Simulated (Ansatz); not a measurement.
Input

```
crystal:
  periodic: [false, false, false]
  atoms:
    - { symbol: Al, position_ang: [-0.026799, -0.39097, -0.066462] }
    - { symbol: Cl, position_ang: [0.068964, -0.658975, 2.108238] }
    - { symbol: O, position_ang: [1.39085, -0.372955, -0.990596] }
    - { symbol: H, position_ang: [2.246566, -0.499456, -0.565484] }
    - { symbol: O, position_ang: [-1.526044, -0.290941, -0.845398] }
    - { symbol: H, position_ang: [-2.339464, -0.333535, -0.330832] }
    - { symbol: H, position_ang: [0.059164, 2.257713, 0.70342] }
    - { symbol: H, position_ang: [0.071362, 1.755619, 1.205714] }
basis:
  gaussian: { orbitals: "6-31G*" }
hamiltonian:
  xc: r2scan
  dispersion: d4
relax:
  f_tol: 0.03
  max_steps: 50
output:
  orbitals: {}
```

Launched as:

```sh
ansatz run input.yaml --threads 2 --pin off --max-ram 3072MiB --backend cpu --events-out ev --progress --plain --runs-dir out
```

The fields are those of the run's last geometry, not of the input's.

Level of theory: Ansatz 0.2.0, RKS r2SCAN-D4/6-31G*.

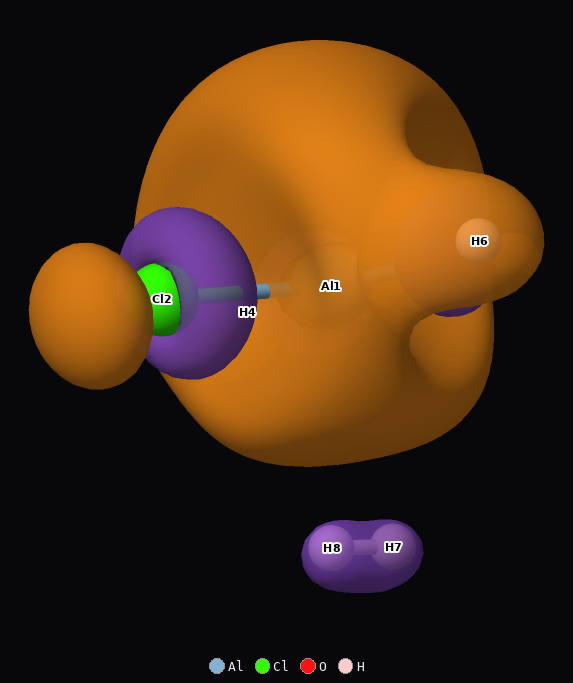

AlClH$_{2}$O$_{2}$···H$_{2}$. One frontier orbital at ±0.08 Å⁻³ᐟ² (orange and purple are the two phases), seen at an oblique angle.

Q: Which orbital is it: HOMO or LUMO?

A: The LUMO, at −0.84 eV. It lies mainly on Al1 (about 50 %), Cl2 (about 15 %), O3 (about 10 %) and O5 (about 10 %).
